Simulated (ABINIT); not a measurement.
# A GW chain in ABINIT: SiO2 (P4_32_12), part 3 of 3

How does a plane-wave GW calculation on SiO2 (P4_32_12) run from the first input to the gap?

ABINIT 10.8.3; LDA and many-body steps on it, plane waves. Known limits of the many-body steps: not at the basis limit; coarse k mesh.

So far. Step 3 (Bands along the symmetry lines): The gap is 5.522 eV, as in the run before at this level. Step 4 (Empty states on the mesh, 2×2×2 mesh, 271 bands): On this mesh the gap is 5.522 eV.

## 5. Screening, 2×2×2 mesh, 247 bands, screening to 106.1 eV

The RPA dielectric matrix is built and inverted for each q.

This step: RPA screening on LDA, plane waves, norm-conserving pseudopotentials.

Input file run.abi:

```
acell 3*1.0 Angstrom
rprim 
  4.932900000000 0.000000000000 0.000000000000
  0.000000000000 4.932900000000 0.000000000000
  0.000000000000 0.000000000000 6.464500000000
ntypat 2
znucl 14 8
natom 12
typat 1 1 1 1 2 2 2 2 2 2 2 2
xred 
  0.817705000000 0.817705000000 0.500000000000
  0.682295000000 0.317705000000 0.250000000000
  0.182295000000 0.182295000000 0.000000000000
  0.317705000000 0.682295000000 0.750000000000
  0.268340000000 0.364570000000 0.801930000000
  0.135430000000 0.768340000000 0.551930000000
  0.731660000000 0.635430000000 0.301930000000
  0.864570000000 0.231660000000 0.051930000000
  0.768340000000 0.135430000000 0.448070000000
  0.635430000000 0.731660000000 0.698070000000
  0.231660000000 0.864570000000 0.948070000000
  0.364570000000 0.268340000000 0.198070000000
pp_dirpath "pseudos"
pseudos "Si.upf, O.upf"
ecut 36
ngkpt 2 2 2
nshiftk 1
shiftk 0 0 0
kptopt 1
chksymbreak 0
istwfk *1
occopt 1
irdwfk 1
optdriver 3
nband 247
ecuteps 3.9
inclvkb 2
awtr 1
symchi 1
indata_prefix "in"
outdata_prefix "out"
tmpdata_prefix "tmp"
```

The run is started by

```sh
OMP_NUM_THREADS=1 mpirun -n 4 abinit run.abi > log
```

Numbers of over 12 decimals in the logs are rounded to 6 here.

The program printed:

```text
.Version 10.8.3 of ABINIT. v10.8.2 released Aug 2026.

 Symmetries : space group P4_3 2_1 2 (# 96); Bravais tP (primitive tetrag.)
[... echo of the input left out ...]
== DATASET  1 ==================================================================
-   mpi_nproc: 4, omp_nthreads: 1 (-1 if OMP is not activated)

--- !DatasetInfo
iteration_state: {dtset: 1, }
dimensions: {natom: 12, nkpt: 6, mband: 247, nsppol: 1, nspinor: 1, nspden: 1, mpw: 10976, }
cutoff_energies: {ecut:  36.0, pawecutdg:  -1.0, }
electrons: {nelect:   6.40000000E+01, charge:   0.00000000E+00, occopt:   1.00000000E+00, tsmear:   1.00000000E-02, }

 SCREENING: Calculation of the susceptibility and dielectric matrices

 Based on a program developped by R.W. Godby, V. Olevano, G. Onida, and L. Reining.
 Incorporated in ABINIT by V. Olevano, G.-M. Rignanese, and M. Torrent.
.Using double precision arithmetic ; gwpc =  8

[... cell and pseudopotentials left out ...]
--------------------------------------------------------------------------------

 ==== K-mesh for the wavefunctions ====
 Number of points in the irreducible wedge :     6
[... list of points left out ...]
 Together with  8 symmetry operations and time-reversal symmetry
 yields     8 points in the full Brillouin Zone.

 ==== Q-mesh for the screening function ====
 Number of points in the irreducible wedge :     6
[... list of points left out ...]
 Together with  8 symmetry operations and time-reversal symmetry
 yields     8 points in the full Brillouin Zone.

 setmesh: FFT mesh size selected  =    40x   40x   48
          total number of points  =        76800

 vcoul_init : cutoff-mode = AUXILIARY_FUNCTION
 q-points for optical limit:   1
     1)      0.000010    0.000020    0.000030

- screening: taking advantage of time-reversal symmetry
- Maximum band index for partially occupied states nbvw = 32
- Remaining bands to be divided among processors   nbcw = 215
- Number of bands treated by each node ~53

 Number of electrons calculated from density =   64.0000; Expected =   64.0000
 average of density, n =  0.060290
 r_s =    1.5821
 omega_plasma =   23.6852 [eV]

 calculating chi0 at frequencies [eV] :
  1    0.000000E+00    0.000000E+00
  2    0.000000E+00    2.368522E+01

--------------------------------------------------------------------------------
  q-point number  1        q = ( 0.000000, 0.000000, 0.000000) [r.l.u.]
--------------------------------------------------------------------------------
[... chi0 elements left out ...]
 For q-point:  0.000010 0.000020 0.000030
  dielectric constant =   2.3500
  dielectric constant without local fields =   2.5676

  Average fulfillment of the sum rule on Im[epsilon] for q-point    1 :     65.79  [%]
[... wings left out ...]
  q-point number  2        q = ( 0.500000, 0.000000, 0.000000) [r.l.u.]
--------------------------------------------------------------------------------
[... chi0 elements left out ...]
  Average fulfillment of the sum rule on Im[epsilon] for q-point    2 :     69.51  [%]

 [... 4 further q-points ...]
```

Elapsed: 3.4 min, on 4 MPI ranks of Arm Neoverse V2, shared host; peak memory 3.6 GiB; 14 min of CPU time.

Numbers from this step:

| Property | Result |
| --- | --- |
| ε∞ with local fields, on this mesh, along the program's q direction | 2.35 |
| the same without local fields | 2.568 |
| plasma frequency | 23.69 eV |
| plane waves in the screening matrix | 379 |

Local fields lower ε∞ by 8 %. On a Γ-centred mesh this coarse the value itself is usually too large, while a short band sum pulls it down.

## 6. Self-energy, 2×2×2 mesh, 247 bands, screening to 106.1 eV

The self-energy is evaluated for the states that the input lists, and the levels follow from it, in one-shot runs by the linearised quasiparticle equation.

This step: G0W0 on LDA, plane waves, norm-conserving pseudopotentials.

run.abi, as its differences from that of step 5:

```diff
@@ -33,8 +33,25 @@
 irdwfk 1
-optdriver 3
+optdriver 4
 nband 247
+gwcalctyp 0
+ecutsigx 36
+symsigma 1
+nkptgw 6
+kptgw 
+  0.0000000000 0.0000000000 0.0000000000
+  0.5000000000 0.0000000000 0.0000000000
+  0.5000000000 0.5000000000 0.0000000000
+  0.0000000000 0.0000000000 0.5000000000
+  0.5000000000 0.0000000000 0.5000000000
+  0.5000000000 0.5000000000 0.5000000000
+bdgw 
+  30 35
+  31 34
+  31 34
+  31 34
+  31 34
+  29 36
 ecuteps 3.9
-inclvkb 2
-awtr 1
-symchi 1
+irdscr 1
+ppmodel 1
 indata_prefix "in"
```

The program printed:

```text
.Version 10.8.3 of ABINIT. v10.8.2 released Aug 2026.

 Symmetries : space group P4_3 2_1 2 (# 96); Bravais tP (primitive tetrag.)
[... echo of the input left out ...]
== DATASET  1 ==================================================================
-   mpi_nproc: 4, omp_nthreads: 1 (-1 if OMP is not activated)

--- !DatasetInfo
iteration_state: {dtset: 1, }
dimensions: {natom: 12, nkpt: 6, mband: 247, nsppol: 1, nspinor: 1, nspden: 1, mpw: 10976, }
cutoff_energies: {ecut:  36.0, pawecutdg:  -1.0, }
electrons: {nelect:   6.40000000E+01, charge:   0.00000000E+00, occopt:   1.00000000E+00, tsmear:   1.00000000E-02, }

 SIGMA: Calculation of the GW corrections

 Based on a program developped by R.W. Godby, V. Olevano, G. Onida, and L. Reining.
 Incorporated in ABINIT by V. Olevano, G.-M. Rignanese, and M. Torrent.
.Using double precision arithmetic ; gwpc =  8

[... cell and pseudopotentials left out ...]
--------------------------------------------------------------------------------

 ==== K-mesh for the wavefunctions ====
 Number of points in the irreducible wedge :     6
[... list of points left out ...]
 Together with  8 symmetry operations and time-reversal symmetry
 yields     8 points in the full Brillouin Zone.

 ==== Q-mesh for screening function ====
 Number of points in the irreducible wedge :     6
[... list of points left out ...]
 Together with  8 symmetry operations and time-reversal symmetry
 yields     8 points in the full Brillouin Zone.

 vcoul_init : cutoff-mode = AUXILIARY_FUNCTION
 q-points for optical limit:   1
     1)      0.000010    0.000020    0.000030
 setmesh: FFT mesh size selected  =    54x   54x   72
          total number of points  =       209952

 Number of electrons calculated from density =   64.0000; Expected =   64.0000
 average of density, n =  0.060290
 r_s =    1.5821
 omega_plasma =   23.6852 [eV]

 === KS Band Gaps ===
  >>>> For spin  1
   Minimum direct gap =   5.5218 [eV], located at k-point      :   0.0000  0.0000  0.0000
   Fundamental gap    =   5.5218 [eV], Top of valence bands at :   0.0000  0.0000  0.0000
                                       Bottom of conduction at :   0.0000  0.0000  0.0000
 SIGMA fundamental parameters:
 PLASMON POLE MODEL  1
 number of plane-waves for SigmaX                10969
 number of plane-waves for SigmaC and W            379
 number of plane-waves for wavefunctions         10969
 number of bands                                   247
 number of independent spin polarizations            1
 number of spinorial components                      1
 number of k-points in IBZ                           6
 number of q-points in IBZ                           6
 number of symmetry operations                       8
 number of k-points in BZ                            8
 number of q-points in BZ                            8
 number of frequencies for dSigma/dE                 9
 frequency step for dSigma/dE [eV]                0.25
 number of omega for Sigma on real axis              0
 max omega for Sigma on real axis  [eV]           0.00
 zcut for avoiding poles [eV]                     0.10

 EPSILON^-1 parameters (SCR file):
 dimension of the eps^-1 matrix on file            379
 dimension of the eps^-1 matrix used               379
 number of plane-waves for wavefunctions         10969
 number of bands                                   247
 number of q-points in IBZ                           6
 number of frequencies                               2
 number of real frequencies                          1
 number of imag frequencies                          1

 matrix elements of self-energy operator (all in [eV])

 Perturbative Calculation

--- !SelfEnergy_ee
iteration_state: {dtset: 1, }
kpoint     : [   0.000,    0.000,    0.000, ]
spin       : 1
KS_gap     :    5.522
QP_gap     :    8.431
Delta_QP_KS:    2.909
data: !SigmaeeData |
     Band     E0 <VxcDFT>   SigX SigC(E0)      Z dSigC/dE  Sig(E)    E-E0       E
       30  -0.567 -19.643 -25.393   4.063   0.817  -0.225 -21.021  -1.378  -1.945
       31  -0.567 -19.643 -25.393   4.063   0.817  -0.225 -21.021  -1.378  -1.945
       32  -0.096 -19.823 -25.468   4.044   0.817  -0.223 -21.132  -1.309  -1.405
       33   5.425 -11.390  -6.519  -3.032   0.871  -0.149  -9.789   1.600   7.026
       34   8.437 -10.445  -4.877  -3.439   0.867  -0.154  -8.600   1.845  10.281
       35   8.437 -10.445  -4.877  -3.439   0.867  -0.154  -8.600   1.845  10.281

--- !SelfEnergy_ee
iteration_state: {dtset: 1, }
kpoint     : [   0.500,    0.000,    0.000, ]
spin       : 1
KS_gap     :    8.166
QP_gap     :   11.436
Delta_QP_KS:    3.271
data: !SigmaeeData |
     Band     E0 <VxcDFT>   SigX SigC(E0)      Z dSigC/dE  Sig(E)    E-E0       E
       31  -0.639 -19.236 -24.950   4.011   0.817  -0.224 -20.628  -1.392  -2.031
       32  -0.639 -19.236 -24.950   4.011   0.817  -0.224 -20.628  -1.392  -2.031
       33   7.526 -12.470  -7.182  -3.109   0.862  -0.160 -10.591   1.879   9.405
       34   7.526 -12.470  -7.182  -3.109   0.862  -0.160 -10.591   1.879   9.405

--- !SelfEnergy_ee
iteration_state: {dtset: 1, }
kpoint     : [   0.500,    0.500,    0.000, ]
spin       : 1
KS_gap     :    8.862
QP_gap     :   12.234
Delta_QP_KS:    3.372
data: !SigmaeeData |
     Band     E0 <VxcDFT>   SigX SigC(E0)      Z dSigC/dE  Sig(E)    E-E0       E
[...]
--- !SelfEnergy_ee
iteration_state: {dtset: 1, }
kpoint     : [   0.000,    0.000,    0.500, ]
spin       : 1
KS_gap     :    7.335
QP_gap     :   10.527
Delta_QP_KS:    3.192
data: !SigmaeeData |
     Band     E0 <VxcDFT>   SigX SigC(E0)      Z dSigC/dE  Sig(E)    E-E0       E
[...]
--- !SelfEnergy_ee
iteration_state: {dtset: 1, }
kpoint     : [   0.500,    0.000,    0.500, ]
spin       : 1
KS_gap     :    8.198
QP_gap     :   11.526
Delta_QP_KS:    3.329
data: !SigmaeeData |
     Band     E0 <VxcDFT>   SigX SigC(E0)      Z dSigC/dE  Sig(E)    E-E0       E
[...]
--- !SelfEnergy_ee
iteration_state: {dtset: 1, }
kpoint     : [   0.500,    0.500,    0.500, ]
spin       : 1
KS_gap     :    9.331
QP_gap     :   12.728
Delta_QP_KS:    3.396
data: !SigmaeeData |
     Band     E0 <VxcDFT>   SigX SigC(E0)      Z dSigC/dE  Sig(E)    E-E0       E
[...]
32  -0.604 -19.494 -25.204   4.034   0.817  -0.224 -20.863  -1.368  -1.972
       33   8.727 -12.469  -6.836  -3.270   0.858  -0.165 -10.441   2.028  10.755
       34   8.727 -12.469  -6.836  -3.270   0.858  -0.165 -10.441   2.028  10.755
       35   8.727 -12.469  -6.836  -3.270   0.858  -0.165 -10.441   2.028  10.755
       36   8.727 -12.469  -6.836  -3.270   0.858  -0.165 -10.441   2.028  10.755

 New Fermi energy :        1.164145E-01 Ha ,    3.167800E+00 eV

 === QP Band Gaps ===
  >>>> For spin  1
   Minimum direct gap =   8.4310 [eV], located at k-point      :   0.0000  0.0000  0.0000
   Fundamental gap    =   8.4310 [eV], Top of valence bands at :   0.0000  0.0000  0.0000
                                       Bottom of conduction at :   0.0000  0.0000  0.0000

== END DATASET(S) ==============================================================
================================================================================

 -outvars: echo values of variables after computation  --------
           etotal      0.0000000000E+00
            nband         247
             nkpt           6
          spgroup          96
 [... the other variables as echoed above ...]

 Calculation completed.
```

Wall time 77 s (4 MPI ranks); peak memory 2.7 GiB.

This step gave:

| Item | Value |
| --- | --- |
| G0W0 gap on the mesh | 8.431 eV |
| starting gap on the mesh | 5.522 eV |
| k of the valence top | 0, 0, 0 |
| k of the conduction bottom | 0, 0, 0 |
| Z at the valence top | 0.817 |
| Z at the conduction bottom | 0.871 |
| least direct G0W0 gap on the computed points | 8.431 eV |

The gap on the mesh goes from 5.52 eV to 8.43 eV, a correction of +2.91 eV.

Limits: finite bands, cutoff and mesh; coarse k mesh. v1 is the top filled band, c1 the lowest empty one. The levels before and after the correction (eV, zero at the valence-band top of each column):

|  | conduction bottom | valence top |
| --- | --- | --- |
| Kohn-Sham | 5.52 | 0.00 |
| G0W0 | 8.43 | 0.00 |

|  | level | energy (eV) |
| --- | --- | --- |
| Kohn-Sham | Γ v3-v2 | -0.470 |
| Kohn-Sham | Γ v1 | 0.000 |
| Kohn-Sham | Γ c1 | 5.522 |
| Kohn-Sham | Γ c2-c3 | 8.533 |
| G0W0 | Γ v3-v2 | -0.540 |
| G0W0 | Γ v1 | 0.000 |
| G0W0 | Γ c1 | 8.431 |
| G0W0 | Γ c2-c3 | 11.686 |

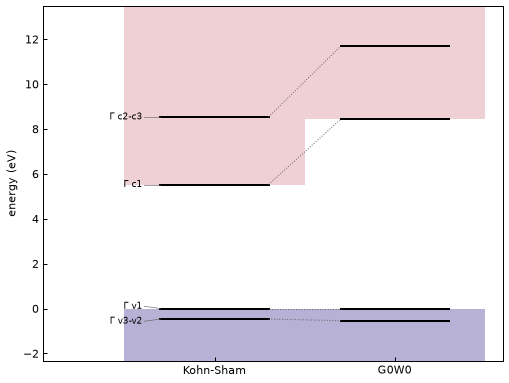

Levels before and after the correction. Shaded: valence and conduction bands.

## 7. Where the time went

Times are wall times on 4 MPI ranks of Arm Neoverse V2, shared host, good to a factor of about two.

| step | time | share | memory (GiB) |
| --- | --- | --- | --- |
| ground state | 87 s | 12 % | 0.55 |
| bands along the symmetry lines | 96 s | 13 % | 0.65 |
| empty states on the mesh | 4.2 min | 35 % | 0.63 |
| screening | 3.4 min | 28 % | 3.6 |
| self-energy | 77 s | 11 % | 2.7 |

## 8. Summary of results

```yaml
lda_gap: 5.52 eV, direct
g0w0_gap_on_the_mesh: 8.43 eV
gw_settings: 2×2×2 mesh, 247 bands, screening to 106.1 eV, Godby-Needs plasmon pole
known_limits: not at the basis limit; coarse k mesh
```

**Reading.** G0W0 moves the gap on the mesh from 5.52 eV to 8.43 eV (+2.91 eV), with Z of 0.82 and 0.87 at the edges. Local fields lower the RPA ε∞ on this mesh from 2.57 to 2.35; a Γ-centred mesh this coarse tends to raise both, most where the direct gap is narrow, while a short band sum lowers them. Bands and cutoff are finite, so the gap is not at the basis limit. The miss can reach some tenths of an eV and take either sign; the mesh is an error of its own. The 2×2×2 mesh is coarse for this cell, which bears on the long-range parts of exchange and screening.

[Paths, hosts, dates, memory and timing lines, banners, echoed tables and standing remarks are left out of the program output.]

[Logs are printed without paths, hosts, clocks, repeated set-up lines and the standing remarks that a program may print on its own settings, such as how far it seeks lower states.]

[Runs of the session that timed out or met a known fault of the program may be left out.]

[Hosts, paths, dates, database ids (printed as entryN), source tags and the programs' standing remarks are cut or masked in the printed files.]

[G0W0 gaps are taken among the corrected bands and points alone; a level outside them can change the order at an edge.]

[Where Ansatz stands beside ABINIT at settings called matched, ABINIT's density can come from a denser mesh and the files from another edition; pairs whose starting gaps differed by over 0.03 eV were left out, so agreement reads better than it is.]
